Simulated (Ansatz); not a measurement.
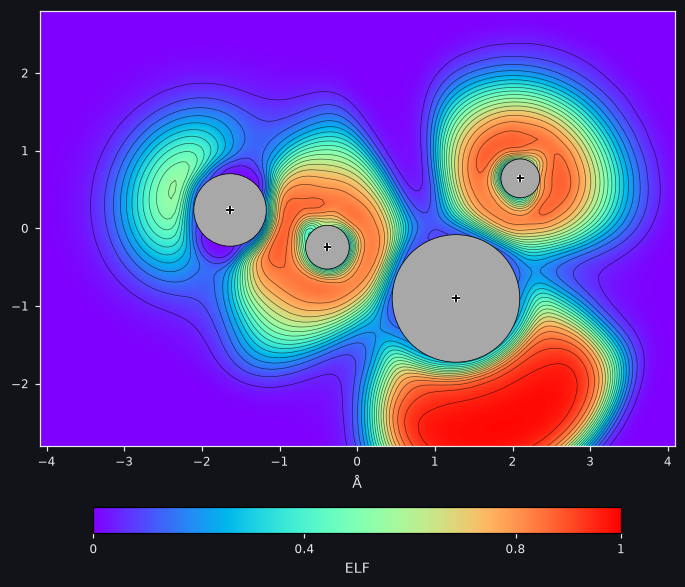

The electron localisation function on a plane through atoms (crosses mark nuclei in the plane; grey discs cover the cores).

These are results of isolated molecule in a Gaussian basis; Kohn-Sham density functional theory, functional PBE0 (Ansatz 0.2.0), not measurements.

Candidates:
A. F$_{2}$GaNO$_{2}$ (SMILES O=N[O][Ga]([F])[F])
B. BFGeH$_{2}$O (SMILES B[O][Ge][F])
C. CH$_{2}$ClGe (SMILES [CH2]=[Ge+][Cl]) (charge +1)

> Which candidate gave the map?

Candidate B: BFGeH$_{2}$O on the plane of atoms F2, Ge3 and O4, which holds B, F, Ge and O. B–O (1.34 Å): the ELF peaks at about 0.85 between the atoms (a polar covalent bond). Ge–F (1.75 Å): the ELF peaks at about 0.80 in the valence shell of F, 0.5 Å from its nucleus, and is about 0.25 at the midpoint.
